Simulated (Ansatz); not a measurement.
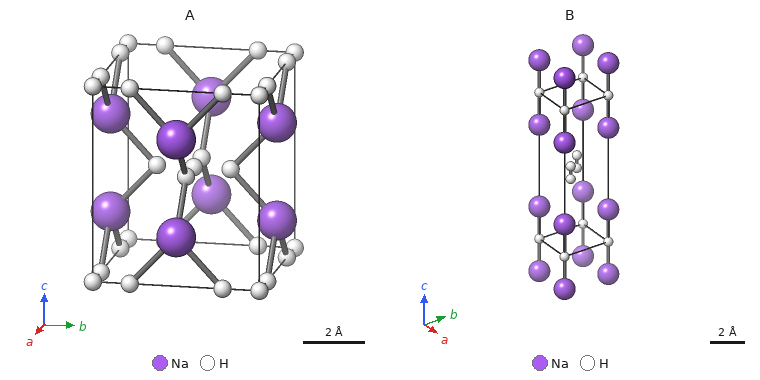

Two structures of Na₂H₅, each relaxed to rest (conventional cells in solid outline, small ones repeated, not to one scale). Method: DFT PBE, scalar-relativistic, plane waves, PAW (Ansatz 0.2.0), without spin polarisation.

**What are A and B?**

A: 14 atoms a cell on a body-centred tetragonal lattice, I4/mmm. B: 7 atoms a cell on a primitive hexagonal lattice, P6/mmm.

**Which of the two does the method prefer?**

B is lower, by 390 meV/atom at this level of theory (energies at zero smearing). Volumes: A 14.8, B 18.9 Å³/atom.

One or both may be structure types tried for this composition rather than known phases.
